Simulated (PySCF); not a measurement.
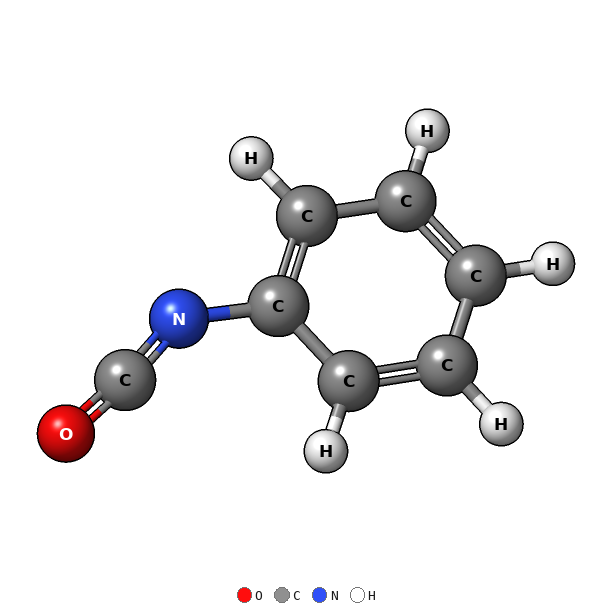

Rendered structure (ball-and-stick style). Multiple sticks mark multiple bonds (one Kekulé form).

Question: Give the formula.

Answer: C₇H₅NO, 14 atoms: 7 carbon, 5 hydrogen, 1 nitrogen and 1 oxygen.

Question: Describe its rings.

Answer: Independent rings (smallest set): 1 of 6 members, 1 of them aromatic.

More results for the same structure follow; atom numbers are the same in all pictures, views and colours differ. The geometry was computed by an optimisation with PBE0-D3(BJ)/def2-TZVP. No frequency run is at hand to confirm it as a minimum.

**Symmetry**

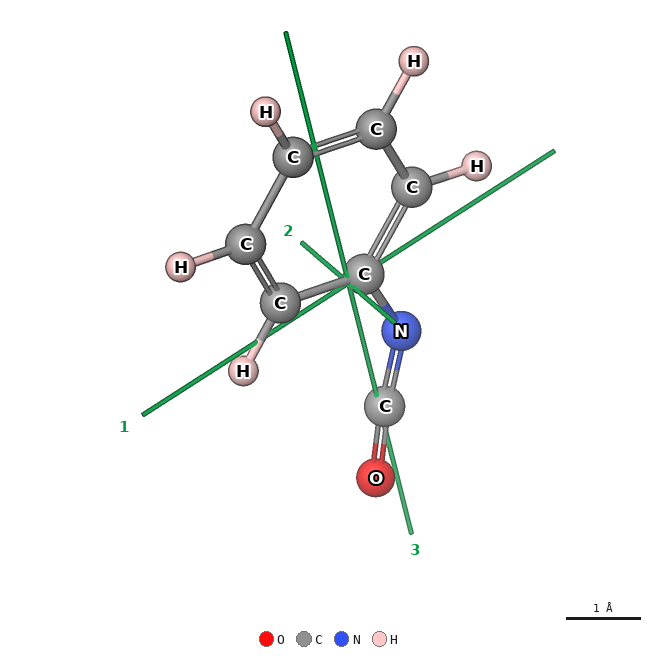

The three principal axes of inertia are drawn and numbered. Depth is shown by fading: the farther an atom, the more it takes the colour of the background. No frequency run is at hand to confirm it as a minimum. Masses are those of the most abundant isotopes; constants are for the rigid equilibrium geometry.

Question: Which line is the a axis (least moment of inertia), which b and which c?

Answer: a is line 3, b is line 1, c is line 2; the moments are 94.5, 524, 619 u Å².

Question: Classify the rotor and give the rotational constants (MHz).

Answer: An asymmetric top (Cs): A = 5350, B = 964, C = 817 MHz. Ray's parameter κ is −0.94, close to the prolate limit.

**Quadrupole coupling**

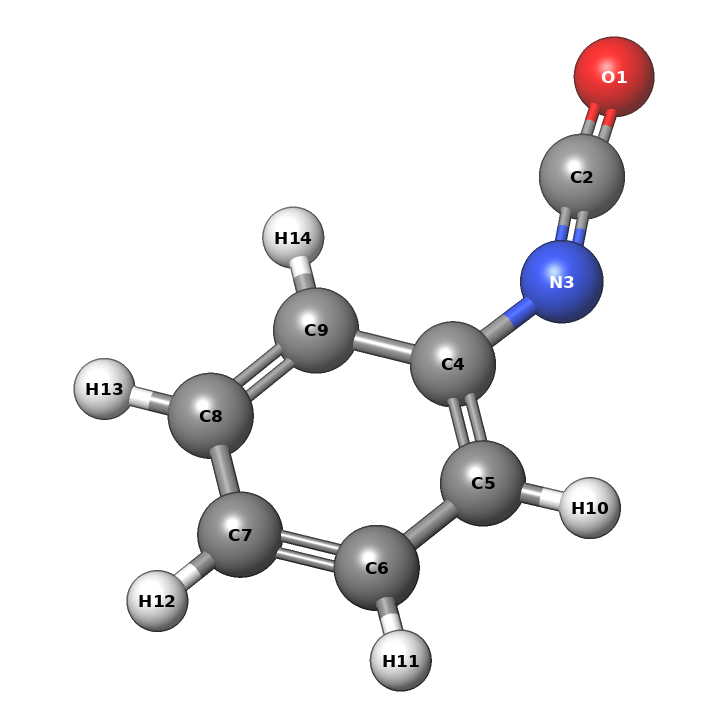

No frequency run is at hand to confirm it as a minimum. Electric field gradients from the ground-state density, PBE0/pcSseg-2 (PySCF 2.14.0), non-relativistic apart from any core potentials.

Give the largest field-gradient component, the quadrupole coupling constant and the asymmetry for 17O at O1 (Q = −25.6 mb), 14N at N3 (Q = 20.44 mb).

```json
{"atom": "O1", "V_zz (a.u.)": "0.622", "e²qQ/h (MHz)": "−3.74", "η": "0.58"}
{"atom": "N3", "V_zz (a.u.)": "0.619", "e²qQ/h (MHz)": "2.97", "η": "0.17"}
```

**Ring current**

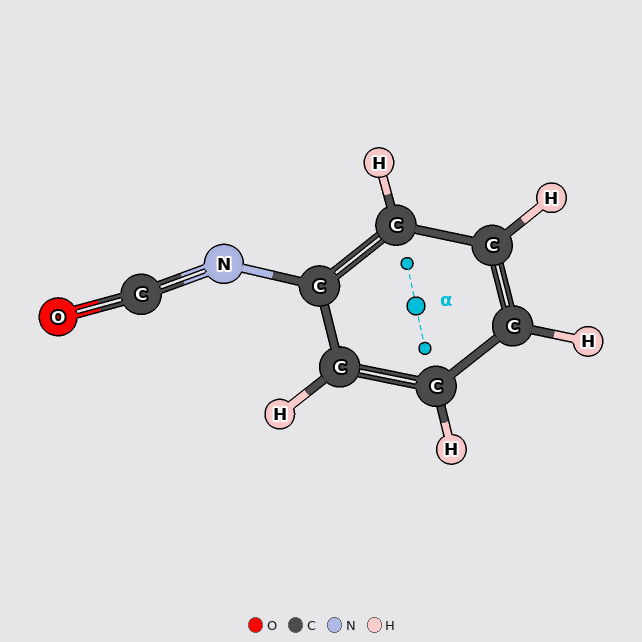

The small points mark where nucleus-independent chemical shifts (NICS) were computed: at the centre of each lettered ring and 1 Å above and below it. No frequency run is at hand to confirm it as a minimum. Method: GIAO ωB97X-D/pcSseg-2 NMR shielding, non-relativistic, gas phase (PySCF 2.14.0).

Give NICS(0), NICS(1) and the out-of-plane component NICS(1)zz for each ring (means of the two sides).

```tsv
ring	members	NICS(0)	NICS(1)	NICS(1)zz
α	C6	−8.8	−9.7	−28.0
```

Values in ppm.

Question: What do the values say about the ring currents?

Answer: Ring α: diatropic, as in an aromatic ring. NICS is one index among several.

**NMR shielding**

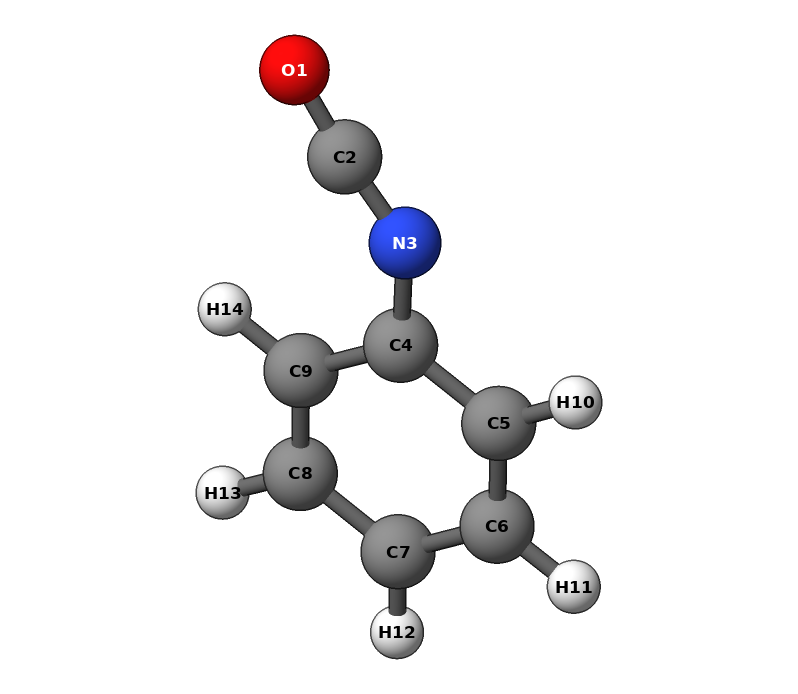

No frequency run is at hand to confirm it as a minimum. Properties computed with GIAO KT3/pcSseg-2 NMR shielding, non-relativistic, gas phase (PySCF 2.14.0). Principal shieldings σ11 ≤ σ22 ≤ σ33, span Ω = σ33 − σ11, skew κ = 3(σiso − σ22)/Ω.

Give the shielding tensors of the O atoms.

| atom | σ11 | σ22 | σ33 | σiso | Ω | κ |
| --- | --- | --- | --- | --- | --- | --- |
| O1 | 57.7 | 132.7 | 306.6 | 165.7 | 248.9 | 0.40 |

Shieldings and span in ppm.

**Levels of theory compared**

No frequency run is at hand to confirm it as a minimum. Program: PySCF 2.14.0.

At this fixed geometry, give dipole (D), HOMO–LUMO gap (eV), HOMO energy (eV) at these levels: B97-2/pcSseg-2; KT3/pcSseg-2; PBE0/pcSseg-2; WP04/pcSseg-2 in chloroform (IEF-PCM); ωB97X-D/pcSseg-2; ωB97X-D/pcSseg-2 in chloroform (IEF-PCM).

| level | dipole (D) | HOMO–LUMO gap (eV) | HOMO energy (eV) |
| --- | --- | --- | --- |
| B97-2/pcSseg-2 | 2.43 | 5.89 | −6.76 |
| KT3/pcSseg-2 | 2.31 | 4.37 | −6.01 |
| PBE0/pcSseg-2 | 2.44 | 6.16 | −7.00 |
| WP04/pcSseg-2 in chloroform (IEF-PCM) | 3.17 | 5.27 | −8.08 |
| ωB97X-D/pcSseg-2 | 2.47 | 9.57 | −8.70 |
| ωB97X-D/pcSseg-2 in chloroform (IEF-PCM) | 2.90 | 9.59 | −8.63 |
